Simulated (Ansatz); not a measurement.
**ClF2H2OSi···H3Si···H···F: density, localisation and related maps**

Input

```
crystal:
  periodic: [false, false, false]
  atoms:
    - {symbol: Si, position_ang: [-0.960753, 0.146533, 0.538769]}
    - {symbol: Si, position_ang: [0.990913, -1.414126, -0.109980]}
    - {symbol: F, position_ang: [-2.349828, -0.313709, -0.089780]}
    - {symbol: F, position_ang: [-0.880820, -0.985890, 1.695854]}
    - {symbol: Cl, position_ang: [-1.143630, 1.790288, 1.745878]}
    - {symbol: H, position_ang: [0.392650, 1.516732, -0.796938]}
    - {symbol: O, position_ang: [-0.631660, 1.129653, -0.985769]}
    - {symbol: H, position_ang: [0.997702, 0.335501, 0.147758]}
    - {symbol: F, position_ang: [1.505418, 1.444122, -0.246226]}
    - {symbol: H, position_ang: [1.625606, -2.003936, 1.083907]}
    - {symbol: H, position_ang: [-0.181900, -2.198790, -0.578045]}
    - {symbol: H, position_ang: [1.934791, -1.248735, -1.239980]}
    - {symbol: H, position_ang: [-1.298489, 1.802356, -1.165548]}
basis:
  gaussian: {orbitals: def2-TZVPP}
hamiltonian: {xc: pbe0, dispersion: d4}
output: {orbitals: {seedname: orbitals}}
```

Launched as:

```sh
ansatz run in.yaml --threads 4 --pin off --events-out ev --progress --plain --max-ram 66560MiB --backend cuda --devices 0, --max-vram 37GiB
```

A transition-state structure; geometry: PBE0-D4/def2-TZVP.

All numbers below come from Ansatz 0.2.0, RKS PBE0-D4/def2-TZVPP.

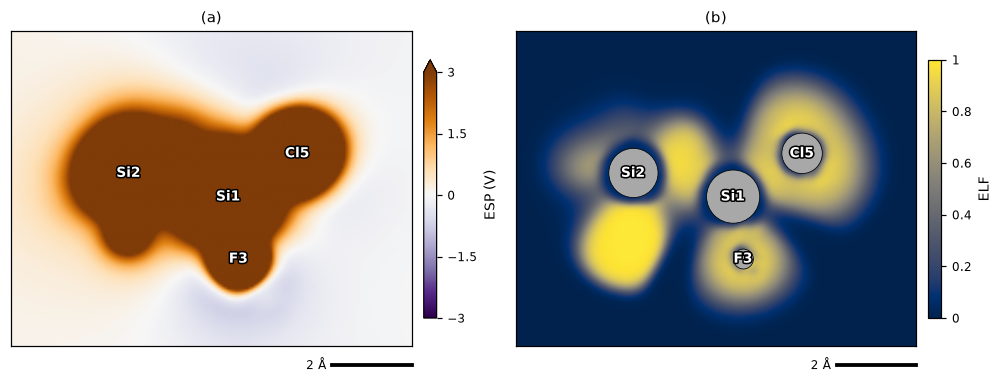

Figure 1. (a) electrostatic potential; (b) ELF on the plane of atoms F3, Si1 and Cl5. Grey discs cover the atomic cores in the ELF map.

Q: Read the bonding off the picture.

A:
- The section cuts through Si, F and Cl sites.
- Si–F (1.59 Å): the ELF peaks at about 0.85 in the valence shell of F, 0.6 Å from its nucleus, and is about 0.55 at the midpoint.
- Si–Cl (2.05 Å): the ELF peaks at about 0.90 between the atoms, as expected for a polar covalent bond.
- The ELF also peaks beside F3 and Cl5, away from the bonds: lone-pair regions.
- Outside the dense part of the complex the potential is most negative (−0.7 V) near F3.

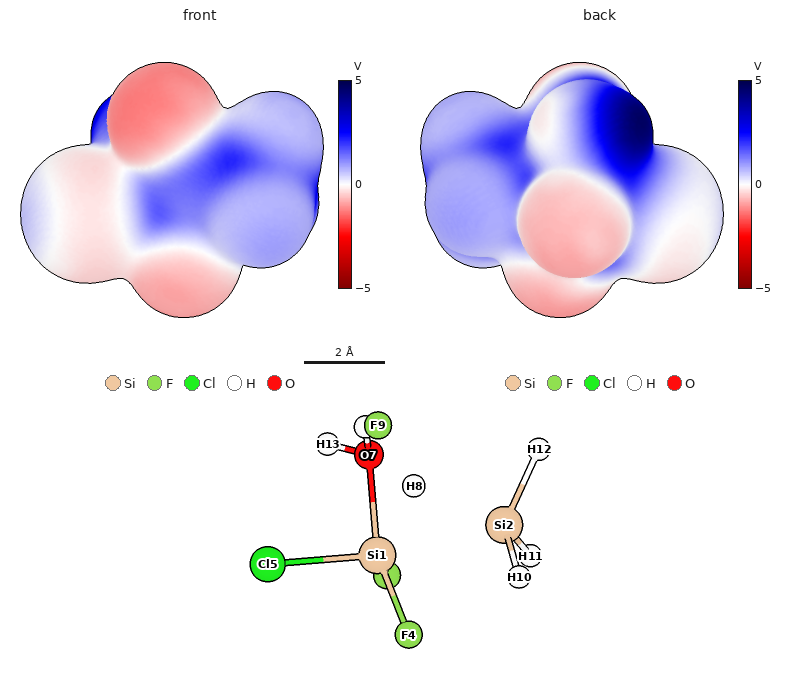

Figure 2. The molecular electrostatic potential painted on the density surface at 0.004 e/bohr³, seen from the front and from behind; red is negative and blue positive. The bare structure is drawn below in the same view.

Q: Describe the electrostatic potential map.

A: The most negative region (about −1.3 V, or −30 kcal/mol for a unit charge) lies over F9, the most positive (about +4.5 V, or +104 kcal/mol for a unit charge) over H13. Cl5 shows a σ-hole: about +0.5 V, or +12 kcal/mol for a unit charge at the tip opposite its bond, against about −0.1 V on its flanks.

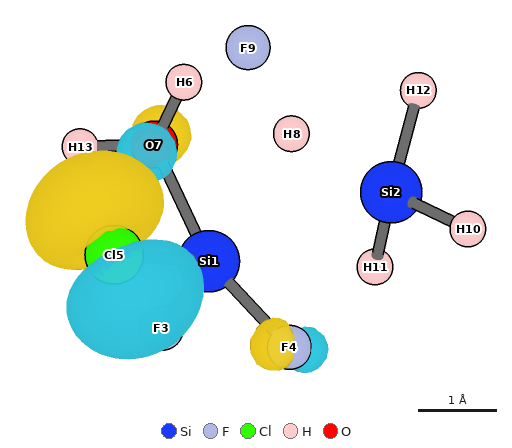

Figure 3. The HOMO−1 at ±0.2 Å⁻³ᐟ² (yellow and cyan are the two phases), seen across its widest extent.

Q: What is the character of this orbital?

A: It lies mainly on Cl5 (about 80 %) and O7 (about 5 %); largely a lone pair of Cl5. Its energy is −9.43 eV.
